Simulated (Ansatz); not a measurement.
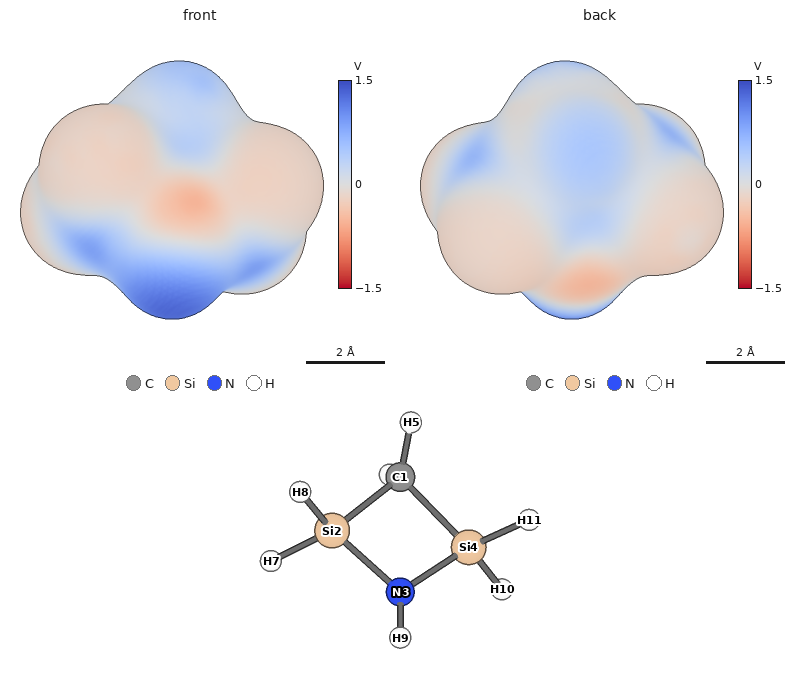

Figure 1: CH$_{7}$NSi$_{2}$. The molecular electrostatic potential painted on the density surface at 0.001 e/bohr³, seen from the front and from behind; red is negative and blue positive. The bare structure is drawn below in the same view.

Theory: Ansatz 0.2.0, RKS PBE-D4/def2-SVP.

```csv
atom,x (Å),y (Å),z (Å)
C,-1.0914,-0.1008,-0.5101
Si,-0.3535,-0.3013,1.2387
N,1.2304,0.0884,0.5695
Si,0.6779,0.3213,-1.0884
H,-1.8296,0.7178,-0.6184
H,-1.5138,-1.0279,-0.9450
H,-0.4715,-1.6827,1.8365
H,-0.8685,0.6748,2.2693
H,2.1530,0.1642,0.9987
H,1.2729,-0.6296,-2.0991
H,0.8597,1.7186,-1.6312
```

> Describe the electrostatic potential map.

The most negative region (about −0.5 V) lies over N3, the most positive (about +1.3 V) over H9.
